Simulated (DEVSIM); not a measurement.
Structure: isotype n-n heterojunction GaP/Si, at 300 K.

```csv
layer (left to right),material,thickness (μm),Nd (cm⁻³),τn (s),τp (s)
1,GaP,0.0960,6e16,8.8e-7,8.8e-7
2,Si,0.140,1.9e17,8.8e-7,8.8e-7
```

Left contact: ohmic. Right contact: ohmic. Voltage is applied to the left contact. Recombination: SRH at mid-gap, Auger. Mobility is μmin + (μ − μmin)/(1 + (N/Nref)^α).

This is a model device: material constants are rounded textbook-type values typed into the input, and sizes, dopings and lifetimes were drawn at random. Values at 300 K.

| parameter | GaP | Si |
|---|---|---|
| gap (eV) | 2.26 | 1.124 |
| affinity (eV) | 3.8 | 4.05 |
| permittivity | 11.1 | 11.7 |
| Nc (cm⁻³) | 1.8e19 | 2.86e19 |
| Nv (cm⁻³) | 1.9e19 | 3.1e19 |
| μn (cm²/Vs) | 250 | 1417 |
| μp (cm²/Vs) | 150 | 470 |
| μn,min | 10 | 52 |
| μp,min | 10 | 45 |
| Nref,n | 4.4e18 | 9.7e16 |
| Nref,p | 1e18 | 2.2e17 |
| αn | 0.8 | 0.68 |
| αp | 0.85 | 0.72 |
| Cn (cm⁶/s) | 1e-30 | 2.8e-31 |
| Cp (cm⁶/s) | 1e-30 | 9.9e-32 |

DEVSIM, 1D drift-diffusion, Boltzmann statistics, complete ionisation; no tunnelling, impact ionisation, image-force lowering or self-heating. Band offsets follow the typed affinities; no thermionic-emission limit at abrupt steps, no polarisation charge.

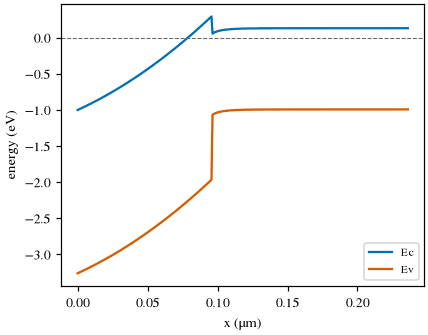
Fig. 1. Band edges at 1.15 V on the left contact

Energies count from the Fermi level of the right contact; mesh points crowd at the junctions.

```csv
x (μm),Ec (eV),Ev (eV),n (cm⁻³),p (cm⁻³),field (V/cm)
0.000,-1.002,-3.263,6.0e16,< 1e2,91000
0.002959,-0.975,-3.235,2.1e16,< 1e2,92000
0.007089,-0.937,-3.196,5.0e15,< 1e2,96000
0.01396,-0.868,-3.128,6.7e14,< 1e2,100000
0.02812,-0.714,-2.974,3.0e14,< 1e2,120000
0.04661,-0.483,-2.743,2.6e14,< 1e2,130000
0.06570,-0.209,-2.469,2.2e14,< 1e2,150000
0.08078,0.032,-2.228,2.0e14,< 1e2,170000
0.08810,0.157,-2.103,2.0e14,< 1e2,170000
0.09282,0.241,-2.019,1.9e14,< 1e2,180000
0.09565,0.292,-1.968,1.9e14,< 1e2,180000
0.09963,0.085,-1.039,1.0e18,110,64000
0.1042,0.105,-1.019,4.7e17,240,30000
0.1119,0.119,-1.005,2.7e17,410,11000
0.1295,0.127,-0.997,2.0e17,560,1600
0.1495,0.129,-0.995,1.9e17,590,250
0.1790,0.129,-0.995,1.9e17,600,82
0.2017,0.129,-0.995,1.9e17,610,75
0.2189,0.130,-0.995,1.9e17,610,75
0.2270,0.130,-0.994,1.9e17,610,74
0.2319,0.130,-0.994,1.9e17,610,74
0.2360,0.130,-0.994,1.9e17,610,74
```
